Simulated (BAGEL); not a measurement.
**GeH4O2 (SMILES [OH][GeH2][OH]): HF/STO-3G (density fitting with qzvpp-jkfit)**

Aim: the vertical singlet–triplet gap of GeH4O2 at HF/STO-3G (density fitting with qzvpp-jkfit), from 2 runs. 

Program for the calculation: BAGEL 1.2.2.

5 further runs of the same task are left out: 4 that didn't finish, 1 set aside as unsound or not needed. Runs told in other sessions of the task aren't counted.

## Step 1: The system as given

GeH4O2 has 7 atoms, charge 0, and is taken as a singlet. As SMILES, `[OH][GeH2][OH]`. The coordinates come from a PBE0-D4/def2-TZVP relaxation. This is one conformer, not always the lowest.

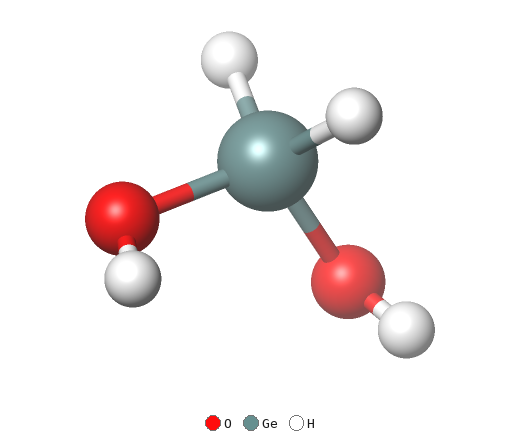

Viewed from a chosen angle; oxygen red, germanium teal, hydrogen white.

## Step 2: A single-point energy at HF/STO-3G (density fitting with qzvpp-jkfit)

Contents of input.json:

```json
{ "bagel" : [

{
  "title" : "molecule",
  "basis" : "sto-3g",
  "df_basis" : "qzvpp-jkfit",
  "angstrom" : "true",
  "geometry" : [
    { "atom" : "O", "xyz" : [      -1.491300,      -0.416000,      -0.173900 ] },
    { "atom" : "Ge", "xyz" : [       0.023500,       0.377000,       0.305300 ] },
    { "atom" : "O", "xyz" : [       1.347400,      -0.798900,       0.400600 ] },
    { "atom" : "H", "xyz" : [      -1.634900,      -0.418700,      -1.122100 ] },
    { "atom" : "H", "xyz" : [       0.363400,       1.460500,      -0.739100 ] },
    { "atom" : "H", "xyz" : [      -0.172500,       0.863100,       1.737300 ] },
    { "atom" : "H", "xyz" : [       1.625600,      -1.135200,      -0.453800 ] }
  ]
},

{
  "title" : "hf"
},

{
  "title" : "print",
  "file" : "orbitals.molden",
  "orbitals" : "true"
}

]}
```

Launch:

```sh
$ BAGEL_NUM_THREADS=1 BAGEL input.json > input.out
```

Output:

```text
* using 1 threads per process

  ===============================================================
  ===============================================================

  *** Geometry ***

  { "atom" : "O", "xyz" : [     -2.818149,     -0.786126,     -0.328623 ] },
  { "atom" : "Ge", "xyz" : [      0.044409,      0.712427,      0.576933 ] },
  { "atom" : "O", "xyz" : [      2.546217,     -1.509702,      0.757024 ] },
  { "atom" : "H", "xyz" : [     -3.089513,     -0.791228,     -2.120462 ] },
  { "atom" : "H", "xyz" : [      0.686726,      2.759945,     -1.396697 ] },
  { "atom" : "H", "xyz" : [     -0.325978,      1.631023,      3.283021 ] },
  { "atom" : "H", "xyz" : [      3.071939,     -2.145217,     -0.857558 ] },

  Number of auxiliary basis functions:      492

  Since a DF basis is specified, we compute 2- and 3-index integrals:
    o Being stored without compression. Storage requirement is 0.004 GB

  Number of basis functions:       32
  Number of electrons      :       52

    * METHOD: MOLECULE                             0.15

  *** RHF ***

  === Nuclear Repulsion ===
   219.6794995946

      * DIIS with orbital gradients will be used.

  === RHF iteration (sto-3g) ===
      0      -2201.67712770          0.01644419           0.02
      1      -2201.76740058          0.00383112           0.02
      2      -2201.77239987          0.00075040           0.02
      3      -2201.77279622          0.00011106           0.02
      4      -2201.77280678          0.00001951           0.02
      5      -2201.77280709          0.00000360           0.02
      6      -2201.77280710          0.00000118           0.02
      7      -2201.77280710          0.00000036           0.02
      8      -2201.77280710          0.00000008           0.02
      9      -2201.77280710          0.00000002           0.02
     10      -2201.77280710          0.00000001           0.02
    * SCF iteration converged.

    * Permanent dipole moment:
           (   -0.130153,    -0.434677,     0.815072) a.u.

    * METHOD: HF                                   0.32

    * METHOD: PRINT                                0.00

  ===============================================================
```

Wall time 0.6 s (1 thread of Arm Neoverse V2, shared host).

## Step 3: The triplet at the same level

Contents of calc.json:

```json
{ "bagel": [

{
  "title": "molecule",
  "basis": "sto-3g",
  "df_basis": "qzvpp-jkfit",
  "angstrom": true,
  "geometry": [
    { "atom": "O", "xyz": [      -1.491300,      -0.416000,      -0.173900 ] },
    { "atom": "Ge", "xyz": [       0.023500,       0.377000,       0.305300 ] },
    { "atom": "O", "xyz": [       1.347400,      -0.798900,       0.400600 ] },
    { "atom": "H", "xyz": [      -1.634900,      -0.418700,      -1.122100 ] },
    { "atom": "H", "xyz": [       0.363400,       1.460500,      -0.739100 ] },
    { "atom": "H", "xyz": [      -0.172500,       0.863100,       1.737300 ] },
    { "atom": "H", "xyz": [       1.625600,      -1.135200,      -0.453800 ] }
  ]
},

{
  "title": "uhf",
  "nopen": 2
},

{
  "title": "print",
  "file": "orbitals.molden",
  "orbitals": true
}

]}
```

Launch:

```sh
$ BAGEL_NUM_THREADS=1 BAGEL calc.json > calc.out
```

Output:

```text
* using 1 threads per process

  ===============================================================
  ===============================================================

  *** Geometry ***

  { "atom" : "O", "xyz" : [     -2.818149,     -0.786126,     -0.328623 ] },
  { "atom" : "Ge", "xyz" : [      0.044409,      0.712427,      0.576933 ] },
  { "atom" : "O", "xyz" : [      2.546217,     -1.509702,      0.757024 ] },
  { "atom" : "H", "xyz" : [     -3.089513,     -0.791228,     -2.120462 ] },
  { "atom" : "H", "xyz" : [      0.686726,      2.759945,     -1.396697 ] },
  { "atom" : "H", "xyz" : [     -0.325978,      1.631023,      3.283021 ] },
  { "atom" : "H", "xyz" : [      3.071939,     -2.145217,     -0.857558 ] },

  Number of auxiliary basis functions:      492

  Since a DF basis is specified, we compute 2- and 3-index integrals:
    o Being stored without compression. Storage requirement is 0.004 GB

  Number of basis functions:       32
  Number of electrons      :       52

    * METHOD: MOLECULE                             0.15

  *** Open-shell HF ***

  === Nuclear Repulsion ===
   219.6794995946

      * DIIS with orbital gradients will be used.

  === UHF iteration (sto-3g) ===
      0      -2201.27638821          0.03038245           0.04
      1      -2201.39152032          0.01094126           0.04
      2      -2201.42329324          0.00622771           0.04
      3      -2201.44032923          0.00496621           0.04
      4      -2201.46151288          0.00393750           0.04
      5      -2201.48269134          0.00222389           0.04
      6      -2201.48384735          0.00189983           0.04
      7      -2201.48818822          0.00112790           0.04
      8      -2201.48999135          0.00090345           0.04
      9      -2201.49069131          0.00068733           0.04
     10      -2201.49141522          0.00042039           0.04
     11      -2201.49162739          0.00027225           0.04
     12      -2201.49179803          0.00014852           0.04
     13      -2201.49188705          0.00007758           0.04
     14      -2201.49190297          0.00004533           0.04
     15      -2201.49190667          0.00001829           0.04
     16      -2201.49190690          0.00000699           0.04
     17      -2201.49190696          0.00000301           0.04
     18      -2201.49190698          0.00000123           0.04
     19      -2201.49190698          0.00000051           0.04
     20      -2201.49190698          0.00000021           0.04
     21      -2201.49190698          0.00000015           0.04
     22      -2201.49190698          0.00000010           0.04
     23      -2201.49190698          0.00000006           0.04
     24      -2201.49190698          0.00000003           0.04
     25      -2201.49190698          0.00000001           0.04
     26      -2201.49190698          0.00000001           0.04
    * SCF iteration converged.

    * S^2 (UHF) is 2.0041

    * Permanent dipole moment:
           (   -1.076762,     0.310754,     0.598390) a.u.

    * METHOD: UHF                                  1.24

    * METHOD: PRINT                                0.00

  ===============================================================
```

Run time: 1.5 s. Hardware: 1 thread of Arm Neoverse V2, shared host.

## Step 4: Summary of results

Level: HF/STO-3G (density fitting with qzvpp-jkfit).

| quantity | value |
| --- | --- |
| singlet: total energy | -2201.77281 Eh |
| singlet: dipole moment | 2.37 D |
| singlet: HOMO energy | -9.03 eV |
| singlet: LUMO energy | 11.72 eV |
| singlet: HOMO–LUMO gap | 20.76 eV |
| triplet: total energy | -2201.49191 Eh |
| triplet: dipole moment | 3.23 D |
| triplet: ⟨S²⟩ | 2.004 |
| vertical energy of the triplet above the singlet | 7.644 eV |

In words: At this shape the triplet lies 7.64 eV (176 kcal/mol) above the singlet. In a minimal basis such a difference can be off by several eV, whatever the method.
